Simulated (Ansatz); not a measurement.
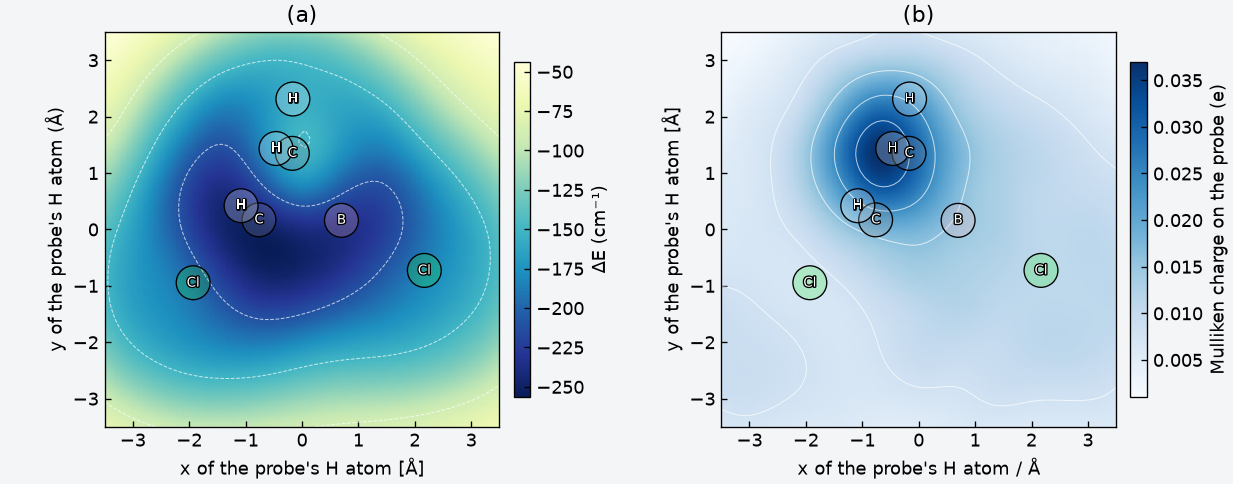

C₂H₃BCl₂ (SMILES ClB1CC1Cl) with the probe H. The probe is moved over a plane parallel to the molecule's main plane, 3.45 Å above it. Coordinates scanned: (1) x of the probe's H atom; (2) y of the probe's H atom. Nothing is relaxed (molecule and probe rigid). The grid has 11 × 11 points. Points are written as (first, second). Energies: cm⁻¹, counted from molecule and probe far apart, each relaxed in its own basis (no counterpoise correction). These are results of UKS B3LYP-D4/def2-SVPD (Ansatz), not measurements.

Panel (a) is the energy; panel (b) is the computed Mulliken charge on the probe, in e.

The picture shows a smooth colour map with a few white contour lines, labelled circles for the molecule's atoms, projected on the plane. Between grid points the surface is interpolated.

How does the Mulliken charge on the probe vary over the map, and what is it at the lowest grid point?

Leaving out the highest fifth of the energies, it runs from 0.01 e at (−3.5 Å, 1.4 Å) [nearest 1 H at 3.69 Å] to 0.04 e at (−0.7 Å, 1.4 Å) [nearest 1 H at 2.11 Å]. At the lowest grid point, (−0.7 Å, 0.0 Å) [nearest 1 H at 2.55 Å], it is 0.02 e.
